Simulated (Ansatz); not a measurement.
# Calculations on C₃H₇B

### Relaxation

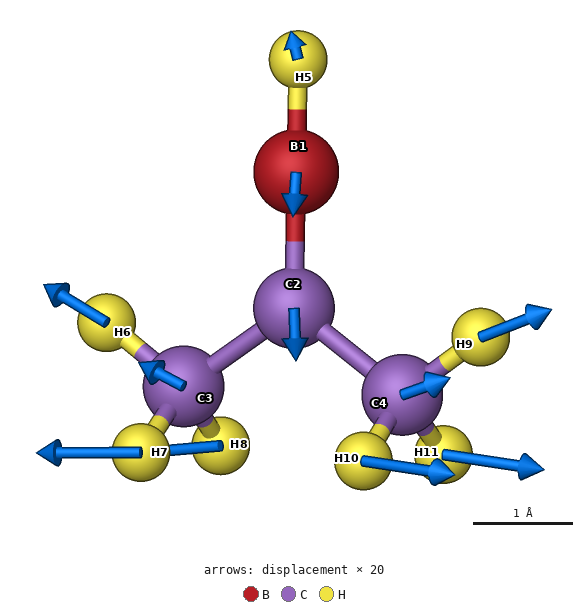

This is a relaxation of C$_{3}$H$_{7}$B. The starting structure is drawn; blue arrows show the displacements, magnified 20 times. The two geometries are superimposed by the best rigid fit.

Style: ball-and-stick. Shown at a tilt.

The run prepares an end point of a later path (torsion) calculation, from a guessed geometry.

All numbers below come from RKS B3LYP/def2-SVP in Ansatz.

Input file:
```yaml
crystal:
  periodic: [false, false, false]
  atoms:
    - { symbol: B, position_ang: [-0.17221, 1.75753, 0.00285] }
    - { symbol: C, position_ang: [-0.03525, 0.37501, 0.00203] }
    - { symbol: C, position_ang: [0.16939, -0.45535, 1.25127] }
    - { symbol: C, position_ang: [-0.07852, -0.47293, -1.25189] }
    - { symbol: H, position_ang: [-0.28149, 2.89953, 0.00018] }
    - { symbol: H, position_ang: [0.20049, 0.16839, 2.14155] }
    - { symbol: H, position_ang: [1.1058, -1.01102, 1.18413] }
    - { symbol: H, position_ang: [-0.64229, -1.17611, 1.36096] }
    - { symbol: H, position_ang: [-0.22641, 0.13787, -2.1389] }
    - { symbol: H, position_ang: [0.85428, -1.02724, -1.36326] }
    - { symbol: H, position_ang: [-0.89378, -1.19567, -1.18892] }
basis:
  gaussian: { orbitals: def2-SVP }
hamiltonian:
  xc: b3lyp
relax:
  f_tol: 0.015
  max_steps: 40
```

Run as
```bash
ansatz run input.yaml --threads 1 --pin off --max-ram 2048MiB --backend cpu --events-out ev --progress --plain --runs-dir out
```

Question: Describe the change and its energy.

Answer: The largest moves after the best rigid fit, 0.057 Å, are those of H7 and H10. Largest moves by element: H 0.057 Å, C 0.029 Å, B 0.024 Å. Some distances before and after: B1–H5 1.147 → 1.186 Å, C3–H7 1.091 → 1.106 Å, C3–H6 1.087 → 1.101 Å, B1–C2 1.389 → 1.394 Å. Bond angles that change, for instance: C3–C2–C4 112.3° → 115.9°. After 5 geometry steps the energy has fallen by 0.063 eV. The largest force component goes from 1.1 to 0.00028 eV/Å. The run took 53 s on 1 thread of Intel(R) Xeon(R) Processor @ 2.50GHz (Skylake/Cascade Lake), with other jobs on the host, peak memory 0.18 GiB.

### Relaxation

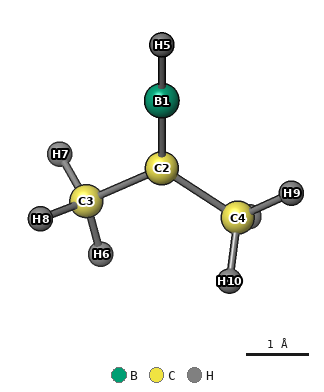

Starting structure of C$_{3}$H$_{7}$B. The picture is a ball-and-stick view, seen from a free direction.

The run prepares an end point of a later path (torsion) calculation, from a guessed geometry.

Method: Ansatz, RKS B3LYP/def2-SVP.

Input file:
```yaml
crystal:
  periodic: [false, false, false]
  atoms:
    - { symbol: B, position_ang: [-0.17221, 1.75753, 0.00285] }
    - { symbol: C, position_ang: [-0.03525, 0.37501, 0.00203] }
    - { symbol: C, position_ang: [0.16939, -0.45535, 1.25127] }
    - { symbol: C, position_ang: [-0.07852, -0.47293, -1.25189] }
    - { symbol: H, position_ang: [-0.28149, 2.89953, 0.00018] }
    - { symbol: H, position_ang: [0.24554, -1.51428, 1.01571] }
    - { symbol: H, position_ang: [-0.66538, -0.31208, 1.93885] }
    - { symbol: H, position_ang: [1.08275, -0.14718, 1.7623] }
    - { symbol: H, position_ang: [-0.22641, 0.13787, -2.1389] }
    - { symbol: H, position_ang: [0.85428, -1.02724, -1.36326] }
    - { symbol: H, position_ang: [-0.89378, -1.19567, -1.18892] }
basis:
  gaussian: { orbitals: def2-SVP }
hamiltonian:
  xc: b3lyp
relax:
  f_tol: 0.015
  max_steps: 40
```

Command:
```bash
ansatz run input.yaml --threads 1 --pin off --max-ram 2048MiB --backend cpu --events-out ev --progress --plain --runs-dir out
```

Predict the outcome.

The atom that moves furthest after the best rigid fit is H6 (0.93 Å). Largest moves by element: H 0.93 Å, B 0.21 Å, C 0.15 Å. Some distances before and after: B1–H5 1.147 → 1.185 Å, C3–H6 1.087 → 1.106 Å, C3–H7 1.091 → 1.101 Å, B1–C2 1.389 → 1.393 Å. Among the angles between lasting bonds that change: C3–C2–C4 112.3° → 115.9°, C2–C3–H7 110.2° → 113.3°. Groups turn about C2–C3 by about 60°. After 13 accepted moves (14 points after the start) the energy has fallen by 4.73 kcal/mol. Largest force component: 1.1 eV/Å at the start, 0.0053 eV/Å at the end. The line search rejected the trial step at point 6 of the run. Cost: 2 min on 1 thread of Intel(R) Xeon(R) Processor @ 2.50GHz (Skylake/Cascade Lake), on a shared host, peak memory 0.18 GiB.

The structure at the end:

```xyz
11

B    -0.3753    1.7058    0.0116
C    -0.0754    0.3450    0.0069
C     0.1350   -0.4418    1.2853
C     0.0610   -0.4399   -1.2832
H    -0.6308    2.8632    0.0129
H    -0.5874   -1.2761    1.3559
H     0.0239    0.1685    2.1949
H     1.1457   -0.8899    1.3082
H    -0.0977    0.1730   -2.1841
H     1.0674   -0.8913   -1.3628
H    -0.6676   -1.2712   -1.3155
```

After the run, drawn alike:

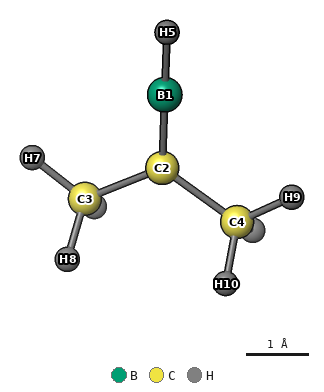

### Path

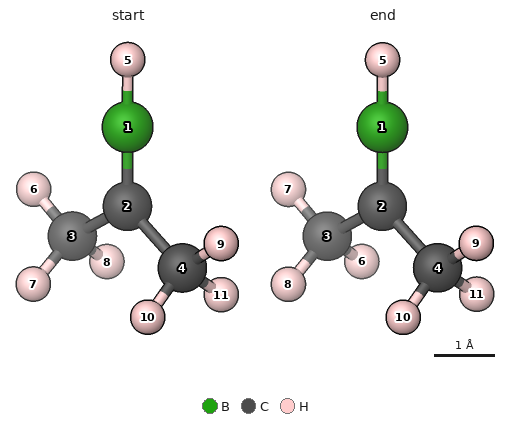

The two relaxed end points of a path for C$_{3}$H$_{7}$B. Style: ball-and-stick. Shown from a free direction.

These are results of RKS B3LYP/def2-SVP in Ansatz, not measurements.

Input
```yaml
crystal:
  periodic: [false, false, false]
  atoms:
    - { symbol: B, position_ang: [-0.167374, 1.734506, 0.002817] }
    - { symbol: C, position_ang: [-0.0335, 0.347448, 0.000899] }
    - { symbol: C, position_ang: [0.170686, -0.443774, 1.277843] }
    - { symbol: C, position_ang: [-0.083096, -0.46344, -1.279126] }
    - { symbol: H, position_ang: [-0.281382, 2.914539, 0.004033] }
    - { symbol: H, position_ang: [0.199676, 0.186621, 2.180203] }
    - { symbol: H, position_ang: [1.118828, -1.011784, 1.24002] }
    - { symbol: H, position_ang: [-0.640874, -1.182303, 1.415647] }
    - { symbol: H, position_ang: [-0.233112, 0.153108, -2.179056] }
    - { symbol: H, position_ang: [0.854905, -1.032114, -1.419839] }
    - { symbol: H, position_ang: [-0.904748, -1.202797, -1.24344] }
basis:
  gaussian: { orbitals: def2-SVP }
hamiltonian:
  xc: b3lyp
neb:
  order_check: false
  images: 7
  f_tol: 0.03
  max_iterations: 27
  initial_path: idpp
  final_atoms:
    - { symbol: B, position_ang: [0.08004738, 1.74038533, -0.0332454] }
    - { symbol: C, position_ang: [0.01631766, 0.3487251, -0.00428495] }
    - { symbol: C, position_ang: [0.21156407, -0.44399685, 1.27289595] }
    - { symbol: C, position_ang: [-0.25324187, -0.46617191, -1.25421501] }
    - { symbol: H, position_ang: [0.13342116, 2.92419281, -0.06050591] }
    - { symbol: H, position_ang: [-0.68100699, -1.05837424, 1.49362516] }
    - { symbol: H, position_ang: [0.40205229, 0.18938627, 2.15310118] }
    - { symbol: H, position_ang: [1.06456363, -1.1409841, 1.17521151] }
    - { symbol: H, position_ang: [-0.38590604, 0.15158154, -2.156017] }
    - { symbol: H, position_ang: [0.57896388, -1.16696651, -1.45223691] }
    - { symbol: H, position_ang: [-1.16676618, -1.07776745, -1.13432764] }
```

Launched with:
```bash
ansatz run input.yaml --threads 1 --pin off --max-ram 2048MiB --backend cpu --events-out ev --progress --plain --runs-dir out
```

Q: What barrier does the band find between them, and by what path?

A: The barrier is about 0.115 eV in both directions, with image 4 at the top; the ends have the same energy. The motion is a rotation about the C2–C3 bond by about 120°. No bond forms or breaks between the ends. Among the angles between lasting bonds that change up to the highest image: B1–C2–C4 122.0° → 116.1°, B1–C2–C3 122.1° → 127.4°. The band is converged. At the top, the vibrational analysis gives one imaginary mode (212i cm⁻¹), as a transition state must have.

Energies of the converged images:

```json
{"image": "0", "path (Å)": "0.00", "E (eV)": "0.000"}
{"image": "1", "path (Å)": "0.43", "E (eV)": "0.017"}
{"image": "2", "path (Å)": "0.87", "E (eV)": "0.058"}
{"image": "3", "path (Å)": "1.30", "E (eV)": "0.099"}
{"image": "4", "path (Å)": "1.73", "E (eV)": "0.115"}
{"image": "5", "path (Å)": "2.17", "E (eV)": "0.098"}
{"image": "6", "path (Å)": "2.60", "E (eV)": "0.058"}
{"image": "7", "path (Å)": "3.04", "E (eV)": "0.017"}
{"image": "8", "path (Å)": "3.47", "E (eV)": "0.000"}
```

The geometry at the top of the path:

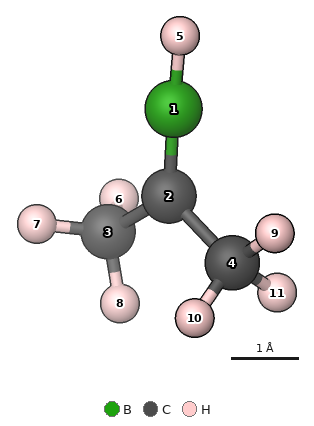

The run took 6.7 min on 1 thread of Intel(R) Xeon(R) Processor @ 2.50GHz (Skylake/Cascade Lake) (shared host), peak memory 0.18 GiB.
